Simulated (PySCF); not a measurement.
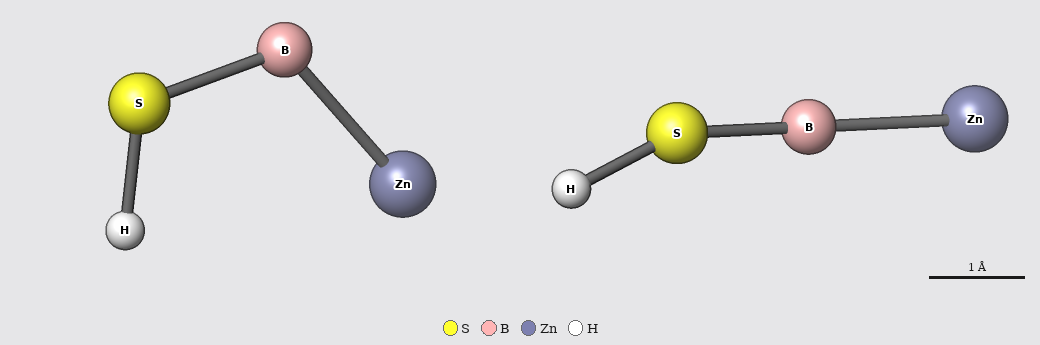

Two geometries of ZnBHS, drawn at one scale. One is the start of a relaxation, the other its converged end. Style: ball-and-stick. Shown at a tilt.

Method: RKS PBE-D4/def2-SVP, density fitting in PySCF. 

> Which geometry has the lower energy?

The left one is the relaxed one. It is one of the separated reactants of a reaction. After 16 geometry steps the energy has fallen by 1.598 eV. The H atom moves most after the best rigid fit: 1.07 Å. By element the largest moves are H 1.07 Å, Zn 0.89 Å, B 0.85 Å, S 0.42 Å. Near-neighbour distances that change, for instance: B–S 1.610 → 1.808 Å, B–Zn 2.037 → 2.195 Å, H–S 1.360 → 1.373 Å. Bond angles that change, for instance: S–B–Zn 179.9° → 120.0°, B–S–H 156.1° → 108.0°.
